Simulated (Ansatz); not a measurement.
```yaml
atoms:
  - { symbol: Sn, position_ang: [-0.0572, -0.1829, 0.1523] }
  - { symbol: H, position_ang: [0.0515, -0.0162, 1.8737] }
  - { symbol: O, position_ang: [1.6536, -0.1673, -0.8301] }
  - { symbol: H, position_ang: [1.7131, -0.9992, -1.3316] }
  - { symbol: O, position_ang: [-1.2895, 1.2521, -0.4202] }
  - { symbol: H, position_ang: [-1.2684, 1.3650, -1.3843] }
  - { symbol: O, position_ang: [-0.7510, -1.9557, -0.4208] }
  - { symbol: H, position_ang: [-1.6447, -2.1284, -0.0878] }
  - { symbol: F, position_ang: [1.3618, 2.1639, 1.5217] }
  - { symbol: H, position_ang: [0.8755, 1.6398, 2.1118] }
```

Core potentials replace the inner electrons of Sn.

Computed with RKS r2SCAN-D4/def2-SVP (Ansatz 0.2.0).

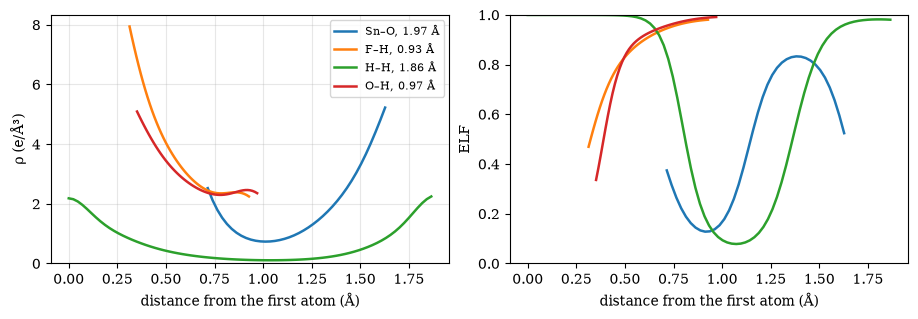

H4O3Sn···HF. Electron density and electron localisation function along straight lines between neighbouring atoms. The curves leave out the atomic cores.

Compare the contacts.

Answer. Sn–O (1.97 Å): ρ at the midpoint is about 0.74 e/Å³; the ELF peaks at about 0.85 in the valence shell of O, 0.6 Å from its nucleus, and drops to about 0.15 between the two atoms.
F–H (0.93 Å): ρ at the midpoint is about 4.5 e/Å³; the ELF climbs to about 1 towards the hydrogen, as it does in any bond to H: a covalent bond by its length.
H2···H10 (1.86 Å): the density falls to about 0.11 e/Å³ on the way; the ELF dips to about 0.10 between them.
O–H (0.97 Å): ρ at the midpoint is about 3.6 e/Å³; the ELF climbs to about 1 towards the hydrogen: a covalent bond by its length.
